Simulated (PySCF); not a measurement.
# C₂HNS: NMR shielding calculation

The run: NMR shielding calculation of C₂HNS. Method and program: GIAO HSE06/def2-SVP NMR shielding, non-relativistic, gas phase (PySCF 2.14.0).

The geometry comes from this level: GFN2-xTB. It belongs to a series of runs on one base structure; here: HSE06/def2-SVP; grid level 3; guess atom. Figures and captions count atoms from 1; the log counts them from 0 in places.

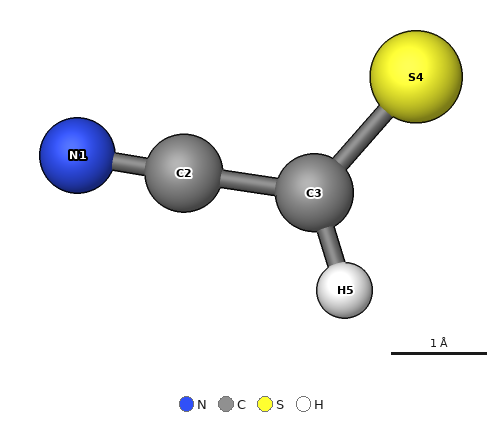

Fig. 1: The structure as given in the input (ball-and-stick view, seen on its broad side; atoms are numbered from 1 in the order of the input).

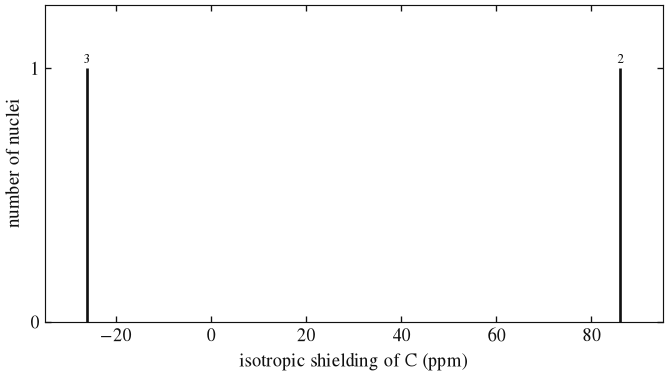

Fig. 2: Isotropic shieldings of the carbon nuclei in this fixed geometry, labelled by atom number; shielding grows to the right, so chemical shift grows to the left. The least shielded is C3 (−25.9 ppm), the most shielded C2 (86.1 ppm).

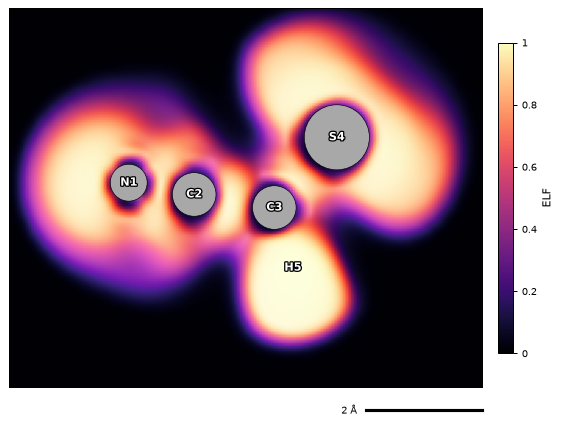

Fig. 3: ELF on the molecular plane. Grey discs, where drawn, cover atomic cores. The section cuts through N, C, S and H sites. C–N (1.15 Å): the ELF peaks at about 0.90 between the atoms (a double or triple bond). C–C (1.40 Å): the ELF peaks at about 0.95 between the atoms (localised, shared-pair bonding).

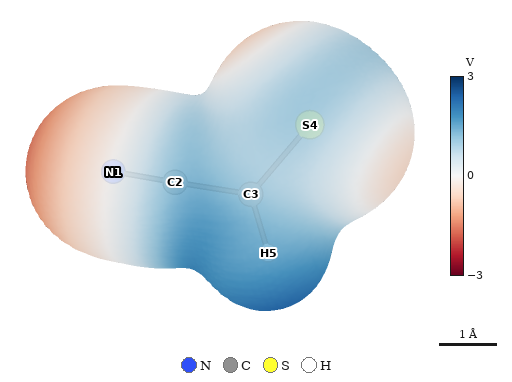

Fig. 4: The electrostatic potential painted on the density surface at 0.004 e/bohr³, seen at a tilt; red is negative and blue positive. Its dipole moment is 2.47 D.

The input and output of the run follow.

## Input file
```
{"job": {"kind": "nmr", "xc": "HSE06", "basis": "def2-SVP", "pop": true, "grid": 3, "scf": {"guess": "atom"}}, "charge": 0, "multiplicity": 1}
N      2.015957    -0.091008     0.241466
C      0.881480     0.015381     0.101155
C     -0.505683     0.123212    -0.070372
S     -1.480383    -1.174604    -0.115060
H     -0.902749     1.129871    -0.174375
```

The first line tells a small driver script what to run in PySCF; the rest is the geometry in Å.

Run as:
```bash
OMP_NUM_THREADS=1 python <driver script> task.json out
```

## The program's output
```
final grid: 70832 points
cycle   1  E = -529.0209062608  dE =  1.014e+00  |g| = 7.940e-01  |ddm| = 3.124e+00
cycle   2  E = -528.4554358427  dE =  5.655e-01  |g| = 1.468e+00  |ddm| = 2.520e+00
cycle   3  E = -529.1810851733  dE = -7.256e-01  |g| = 3.121e-01  |ddm| = 2.041e+00
cycle   4  E = -529.1934959972  dE = -1.241e-02  |g| = 2.227e-01  |ddm| = 3.878e-01
cycle   5  E = -529.2052009710  dE = -1.170e-02  |g| = 7.041e-02  |ddm| = 3.422e-01
cycle   6  E = -529.2068531413  dE = -1.652e-03  |g| = 7.444e-03  |ddm| = 1.144e-01
cycle   7  E = -529.2068696517  dE = -1.651e-05  |g| = 2.399e-03  |ddm| = 1.015e-02
cycle   8  E = -529.2068711146  dE = -1.463e-06  |g| = 5.369e-04  |ddm| = 2.696e-03
cycle   9  E = -529.2068711992  dE = -8.455e-08  |g| = 1.075e-04  |ddm| = 8.266e-04
cycle  10  E = -529.2068712023  dE = -3.132e-09  |g| = 1.935e-05  |ddm| = 1.747e-04
cycle  11  E = -529.2068712024  dE = -1.020e-10  |g| = 2.971e-06  |ddm| = 3.225e-05
converged SCF energy = -529.2068712024

GIAO shielding tensors (ppm)
atom      isotropic    diamagn.    paramagn.     s11        s22        s33       span
  0 N      -39.016     325.882    -364.898   -168.495   -138.944    190.392    358.887
  1 C       86.092     270.697    -184.604    -20.805     -9.314    288.396    309.201
  2 C      -25.902     254.690    -280.592   -192.619    -53.777    168.690    361.309
  3 S    -1008.196    1054.577   -2062.772  -3320.879   -568.808    865.100   4185.980
  4 H       20.973      29.329      -8.356     17.955     20.624     24.339      6.385
```

## Summary

| quantity | value |
| --- | --- |
| outcome | converged |
| total energy | −529.206871 hartree |
| HOMO | −7.12 eV |
| LUMO | −4.21 eV |
| dipole moment | 2.47 D |
| isotropic shielding, N | −39.0 ppm |
| isotropic shielding, C | −25.9 to 86.1 ppm |
| isotropic shielding, S | −1008.2 ppm |
| isotropic shielding, H | 21.0 ppm |
| hardware | 1 CPU thread, shared host |
| wall time | 6.7 s |
| peak memory | 0.35 GiB |

## Notes

Settings chosen away from the usual ones: HSE06/def2-SVP; grid level 3; guess atom.
